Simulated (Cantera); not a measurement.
Charge: 1 mol Si₃H₈, 0.76 mol Cl₂, a varied amount of N₂, at 1273.15 K and 75.0 Torr.

Cantera equilibrium calculation (NASA polynomials, part measured and part estimated; ideal gas, pure solids and liquids). Candidate condensed phases: NH₄Cl, Si, Si₃N₄; 28 gas species. The feed counts by its element totals alone. N₂ is the only nitrogen source here; it is nearly inert below about 1500 K, so the nitride shown seldom forms there in practice. The tables' values for SiCl₃ are old estimates; treat these amounts as uncertain. Rates play no part.

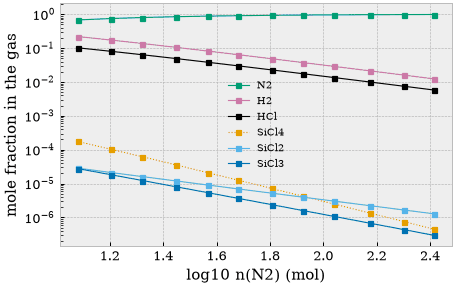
Equilibrium gas composition (values under 1e-9 drawn at 1e-9)

From 12 mol N₂ to 260 mol N₂ the condensed part is Si₃N₄(s). The main Si-bearing gas is SiCl₄ at 12 mol N₂ and SiCl₂ at 260 mol N₂.
